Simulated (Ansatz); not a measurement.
# Nudged elastic band, with input and output: C₂H₁₀N₂Si (part 2 of 2)

Continued. System: C₂H₁₀N₂Si. Method: UKS PBE0/def2-SVP (Ansatz 0.2.0). It belongs to a series of runs on one base structure; here: band between the two ends.

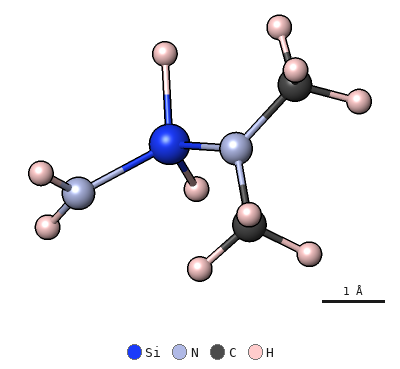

Fig. 1: The input geometry (ball-and-stick view, seen at a tilt).

The last band as extended XYZ, continued:
```
15
Properties=species:S:1:pos:R:3:forces:R:3 image=7 energy=-13078.18976
Si    0.1920    0.8206    2.1001   -0.0019   0.0096   0.0072
N     0.5008   -0.2035   -1.3328   -0.0068  -0.0063   0.0041
C    -0.4911   -1.1408   -1.7832   -0.0065   0.0019  -0.0068
C     0.2862    1.0303   -1.4966   -0.0010  -0.0113  -0.0030
H    -0.8984    1.5314    1.3415   -0.0070  -0.0021   0.0139
H    -0.1281    0.9809    3.5515   -0.0007  -0.0094   0.0112
H     1.4672    1.5297    1.7775   -0.0067   0.0138   0.0120
N     0.4117   -0.8613    1.7667    0.0164  -0.0053   0.0057
H    -0.6579   -1.9017   -1.0051   -0.0373   0.0115   0.0156
H    -1.4629   -0.6804   -2.0463   -0.0047   0.0129  -0.0402
H    -0.1059   -1.6771   -2.6659    0.0139  -0.0262   0.0084
H     1.0361    1.7625   -1.1654    0.0049  -0.0076   0.0013
H    -0.6386    1.4307   -1.9592    0.0069   0.0035  -0.0070
H    -0.2870   -1.5292    2.0725    0.0159  -0.0056  -0.0108
H     0.7758   -1.0921    0.8449    0.0145   0.0206  -0.0117
15
Properties=species:S:1:pos:R:3:forces:R:3 image=8 energy=-13078.24949
Si    0.1624    0.8054    2.2168   -0.0108   0.0470   0.0252
N     0.3980   -0.2468   -1.3333   -0.0326  -0.0208   0.0230
C    -0.6335   -1.1217   -1.8185    0.0135   0.0029  -0.0063
C     0.3448    0.9825   -1.6156    0.0253  -0.0011  -0.0201
H    -0.8723    1.5827    1.4638   -0.0012   0.0011   0.0039
H    -0.2268    0.7559    3.6599   -0.0003  -0.0096  -0.0041
H     1.4333    1.6049    2.1137   -0.0056   0.0024   0.0276
N     0.2484   -0.8171    1.6305   -0.0340   0.0007  -0.0281
H    -1.0714   -1.6579   -0.9614   -0.0162   0.0144   0.0002
H    -1.4405   -0.6044   -2.3724   -0.0005   0.0029  -0.0175
H    -0.1823   -1.8841   -2.4741   -0.0054  -0.0113   0.0073
H     1.1209    1.6626   -1.2364    0.0077  -0.0020  -0.0027
H    -0.4586    1.4286   -2.2345   -0.0091   0.0058  -0.0112
H     0.5353   -1.5519    2.2643    0.0581  -0.0317   0.0328
H     0.6422   -0.9387    0.6972    0.0112  -0.0008  -0.0299
15
Properties=species:S:1:pos:R:3:forces:R:3 image=10 energy=-13078.30853
Si    0.0741    0.6532    2.6598   -0.0015  -0.0054  -0.0111
N     0.2679   -0.0975   -1.4111   -0.0096   0.0093  -0.0274
C    -0.8193   -0.9876   -1.7124    0.0113   0.0095   0.0010
C     0.5326    0.8516   -2.1998    0.0053  -0.0128   0.0173
H    -1.0280    1.4618    2.0518   -0.0017   0.0021   0.0002
H    -0.3902    0.0768    3.9603   -0.0018  -0.0051   0.0057
H     1.1773    1.6204    2.9985    0.0052   0.0067   0.0021
N     0.4592   -0.6348    1.5773   -0.0001   0.0035   0.0132
H    -1.5009   -1.0239   -0.8480    0.0039  -0.0010  -0.0047
H    -1.3867   -0.7111   -2.6222    0.0009  -0.0049   0.0052
H    -0.4242   -2.0095   -1.8347   -0.0047   0.0079   0.0024
H     1.3615    1.5355   -1.9683   -0.0043  -0.0019  -0.0003
H    -0.0343    1.0411   -3.1331   -0.0022  -0.0055   0.0050
H     1.0933   -1.3606    1.8935   -0.0022  -0.0010  -0.0022
H     0.6177   -0.4153    0.5883    0.0014  -0.0014  -0.0064
```

This output came from the following input.

Input:
```yaml
crystal:
  periodic: [false, false, false]
  atoms:
    - { symbol: Si, position_ang: [0.02529, 0.203214, 1.315114] }
    - { symbol: "N", position_ang: [-0.047105, 0.253791, -0.416841] }
    - { symbol: C, position_ang: [-0.579722, -0.854071, -1.168657] }
    - { symbol: C, position_ang: [0.108156, 1.468495, -1.172008] }
    - { symbol: H, position_ang: [0.564222, 2.254966, -0.551303] }
    - { symbol: H, position_ang: [-1.288202, 0.242899, 2.044428] }
    - { symbol: H, position_ang: [0.794708, 1.438954, 1.67481] }
    - { symbol: "N", position_ang: [0.690261, -1.308844, 1.809072] }
    - { symbol: H, position_ang: [-0.605018, -1.75706, -0.540556] }
    - { symbol: H, position_ang: [-1.605796, -0.663875, -1.545356] }
    - { symbol: H, position_ang: [0.052784, -1.079397, -2.048955] }
    - { symbol: H, position_ang: [0.765954, 1.312365, -2.049138] }
    - { symbol: H, position_ang: [-0.854472, 1.86368, -1.556907] }
    - { symbol: H, position_ang: [0.347297, -1.779234, 2.637467] }
    - { symbol: H, position_ang: [1.631542, -1.595885, 1.568929] }
magnetization:
  spin_polarized: true
basis:
  gaussian: { orbitals: def2-SVP }
hamiltonian:
  xc: pbe0
neb:
  order_check: false
  images: 9
  f_tol: 0.05
  max_iterations: 60
  final_atoms:
    - { symbol: Si, position_ang: [0.07410138, 0.65321616, 2.65980791] }
    - { symbol: "N", position_ang: [0.2679398, -0.09748711, -1.41108168] }
    - { symbol: C, position_ang: [-0.81934443, -0.98761022, -1.71238037] }
    - { symbol: C, position_ang: [0.53260085, 0.8516478, -2.19978831] }
    - { symbol: H, position_ang: [-1.02804585, 1.46177318, 2.05179219] }
    - { symbol: H, position_ang: [-0.39018721, 0.07680179, 3.96026031] }
    - { symbol: H, position_ang: [1.17734892, 1.62037218, 2.99853447] }
    - { symbol: "N", position_ang: [0.45917615, -0.63484222, 1.57731964] }
    - { symbol: H, position_ang: [-1.50093187, -1.02387334, -0.84795532] }
    - { symbol: H, position_ang: [-1.38669875, -0.71114125, -2.62218111] }
    - { symbol: H, position_ang: [-0.42422137, -2.00946209, -1.83471309] }
    - { symbol: H, position_ang: [1.36146595, 1.53547641, -1.96828275] }
    - { symbol: H, position_ang: [-0.034257, 1.04108563, -3.1331] }
    - { symbol: H, position_ang: [1.09326922, -1.36064474, 1.89352744] }
    - { symbol: H, position_ang: [0.61768319, -0.41531419, 0.58833966] }
  initial_path:
    images:
      - { positions_ang: [[0.02529, 0.203214, 1.315114], [-0.047105, 0.253791, -0.416841], [-0.579722, -0.854071, -1.168657], [0.108156, 1.468495, -1.172008], [0.564222, 2.254966, -0.551303], [-1.288202, 0.242899, 2.044428], [0.794708, 1.438954, 1.67481], [0.690261, -1.308844, 1.809072], [-0.605018, -1.75706, -0.540556], [-1.605796, -0.663875, -1.545356], [0.052784, -1.079397, -2.048955], [0.765954, 1.312365, -2.049138], [-0.854472, 1.86368, -1.556907], [0.347297, -1.779234, 2.637467], [1.631542, -1.595885, 1.568929]] }
      - { positions_ang: [[0.07934295, 0.23120941, 1.29228213], [0.02845628, 0.19567822, -0.50939924], [-0.60039217, -0.87142852, -1.20710913], [0.10137712, 1.44001337, -1.16211751], [0.40958787, 2.16747431, -0.41230542], [-1.25517966, 0.29029, 1.93098922], [0.92327406, 1.39416616, 1.61600895], [0.69775722, -1.2475904, 1.88225095], [-0.59104698, -1.78845374, -0.61134643], [-1.62723102, -0.65299743, -1.46816249], [-0.07295158, -1.07546991, -2.12826074], [0.80563722, 1.42603339, -1.91963979], [-0.83931441, 1.80306598, -1.59684642], [0.29835751, -1.77755609, 2.58040039], [1.64222458, -1.53443674, 1.71335453]] }
      - { positions_ang: [[0.13339591, 0.25920482, 1.26945027], [0.10401757, 0.13756544, -0.60195748], [-0.62106234, -0.88878604, -1.24556125], [0.09459824, 1.41153173, -1.15222703], [0.25495375, 2.07998263, -0.27330784], [-1.22215732, 0.337681, 1.81755044], [1.05184013, 1.34937831, 1.55720791], [0.70525344, -1.18633681, 1.9554299], [-0.57707597, -1.81984749, -0.68213687], [-1.64866603, -0.64211987, -1.39096898], [-0.19868717, -1.07154283, -2.20756648], [0.84532045, 1.53970179, -1.79014158], [-0.82415681, 1.74245197, -1.63678585], [0.24941802, -1.77587818, 2.52333379], [1.65290715, -1.47298847, 1.85778006]] }
      - { positions_ang: [[0.18744886, 0.28720023, 1.2466184], [0.17957885, 0.07945265, -0.69451572], [-0.64173252, -0.90614356, -1.28401338], [0.08781936, 1.3830501, -1.14233654], [0.10031962, 1.99249094, -0.13431026], [-1.18913498, 0.385072, 1.70411166], [1.18040619, 1.30459047, 1.49840686], [0.71274965, -1.12508321, 2.02860885], [-0.56310495, -1.85124123, -0.7529273], [-1.67010105, -0.6312423, -1.31377547], [-0.32442275, -1.06761574, -2.28687222], [0.88500367, 1.65337018, -1.66064338], [-0.80899922, 1.68183795, -1.67672527], [0.20047853, -1.77420027, 2.46626718], [1.66358973, -1.41154021, 2.00220559]] }
      - { positions_ang: [[0.24150181, 0.31519564, 1.22378654], [0.25514014, 0.02133987, -0.78707396], [-0.66240269, -0.92350108, -1.3224655], [0.08104048, 1.35456846, -1.13244606], [-0.05431451, 1.90499926, 0.00468732], [-1.15611264, 0.432463, 1.59067289], [1.30897226, 1.25980263, 1.43960581], [0.72024587, -1.06382961, 2.1017878], [-0.54913394, -1.88263498, -0.82371774], [-1.69153607, -0.62036473, -1.23658196], [-0.45015833, -1.06368865, -2.36617796], [0.92468689, 1.76703857, -1.53114517], [-0.79384163, 1.62122393, -1.7166647], [0.15153904, -1.77252236, 2.40920058], [1.6742723, -1.35009195, 2.14663112]] }
      - { positions_ang: [[0.29555476, 0.34319105, 1.20095467], [0.33070142, -0.03677291, -0.8796322], [-0.68307286, -0.9408586, -1.36091763], [0.0742616, 1.32608683, -1.12255557], [-0.20894864, 1.81750757, 0.1436849], [-1.12309029, 0.47985399, 1.47723411], [1.43753832, 1.21501478, 1.38080477], [0.72774209, -1.00257602, 2.17496675], [-0.53516292, -1.91402872, -0.89450817], [-1.71297108, -0.60948716, -1.15938845], [-0.57589391, -1.05976157, -2.4454837], [0.96437011, 1.88070697, -1.40164696], [-0.77868403, 1.56060992, -1.75660412], [0.10259954, -1.77084445, 2.35213397], [1.68495488, -1.28864368, 2.29105665]] }
      - { positions_ang: [[0.25126409, 0.40519607, 1.49272532], [0.3181491, -0.04891575, -0.9859221], [-0.71032717, -0.95020893, -1.43121018], [0.16592945, 1.23119902, -1.33800212], [-0.37276808, 1.74636069, 0.52530636], [-0.97650968, 0.39924355, 1.97383935], [1.38550044, 1.29608626, 1.70435071], [0.6740289, -0.92902926, 2.05543733], [-0.72831671, -1.73599764, -0.8851976], [-1.64771662, -0.62981798, -1.45194698], [-0.54555941, -1.24970167, -2.32332958], [1.04378928, 1.81166085, -1.51497412], [-0.62979863, 1.45670506, -2.0319033], [0.30073348, -1.6888045, 2.26041267], [1.47150054, -1.11397778, 1.95051326]] }
      - { positions_ang: [[0.20697341, 0.46720109, 1.78449597], [0.30559678, -0.06105859, -1.09221199], [-0.73758149, -0.95955925, -1.50150273], [0.2575973, 1.13631122, -1.55344867], [-0.53658752, 1.67521382, 0.90692782], [-0.82992906, 0.31863311, 2.47044459], [1.33346256, 1.37715774, 2.02789665], [0.62031572, -0.8554825, 1.93590791], [-0.9214705, -1.55796657, -0.87588703], [-1.58246215, -0.6501488, -1.74450551], [-0.5152249, -1.43964178, -2.20117546], [1.12320845, 1.74261474, -1.62830128], [-0.48091322, 1.3528002, -2.30720247], [0.49886741, -1.60676456, 2.16869136], [1.25804621, -0.93931188, 1.60996986]] }
      - { positions_ang: [[0.16268274, 0.52920611, 2.07626661], [0.29304445, -0.07320143, -1.19850189], [-0.7648358, -0.96890957, -1.57179528], [0.34926515, 1.04142341, -1.76889521], [-0.70040696, 1.60406694, 1.28854928], [-0.68334844, 0.23802267, 2.96704983], [1.28142468, 1.45822922, 2.35144259], [0.56660253, -0.78193574, 1.81637848], [-1.11462429, -1.37993549, -0.86657646], [-1.51720768, -0.67047962, -2.03706405], [-0.48489039, -1.62958188, -2.07902133], [1.20262762, 1.67356863, -1.74162844], [-0.33202781, 1.24889535, -2.58250165], [0.69700135, -1.52472462, 2.07697005], [1.04459187, -0.76464598, 1.26942646]] }
      - { positions_ang: [[0.11839206, 0.59121113, 2.36803726], [0.28049213, -0.08534427, -1.30479178], [-0.79209011, -0.9782599, -1.64208782], [0.440933, 0.94653561, -1.98434176], [-0.8642264, 1.53292006, 1.67017074], [-0.53676782, 0.15741223, 3.46365507], [1.2293868, 1.5393007, 2.67498853], [0.51288934, -0.70838898, 1.69684906], [-1.30777808, -1.20190442, -0.85726589], [-1.45195322, -0.69081043, -2.32962258], [-0.45455588, -1.81952199, -1.95686721], [1.28204678, 1.60452252, -1.85495559], [-0.18314241, 1.14499049, -2.85780083], [0.89513528, -1.44268468, 1.98524875], [0.83113753, -0.58998009, 0.92888306]] }
      - { positions_ang: [[0.07410138, 0.65321616, 2.65980791], [0.2679398, -0.09748711, -1.41108168], [-0.81934443, -0.98761022, -1.71238037], [0.53260085, 0.8516478, -2.19978831], [-1.02804585, 1.46177318, 2.05179219], [-0.39018721, 0.07680179, 3.96026031], [1.17734892, 1.62037218, 2.99853447], [0.45917615, -0.63484222, 1.57731964], [-1.50093187, -1.02387334, -0.84795532], [-1.38669875, -0.71114125, -2.62218111], [-0.42422137, -2.00946209, -1.83471309], [1.36146595, 1.53547641, -1.96828275], [-0.034257, 1.04108563, -3.1331], [1.09326922, -1.36064474, 1.89352744], [0.61768319, -0.41531419, 0.58833966]] }
```

Run as:
```bash
ansatz run input.yaml --threads 4 --pin off --max-ram 5120MiB --backend cpu --events-out ev --progress --plain --runs-dir out
```

Summary:

- outcome: converged
- barrier, forward: 3.419 eV
- barrier, backward: 1.801 eV
- hardware: 4 threads of Arm Neoverse N1, 16 GiB of memory available, shared host
- wall time: 33 min (CPU time 2.1 h)
- peak memory: 0.45 GiB

Remarks:

The order of the saddle point was not checked.
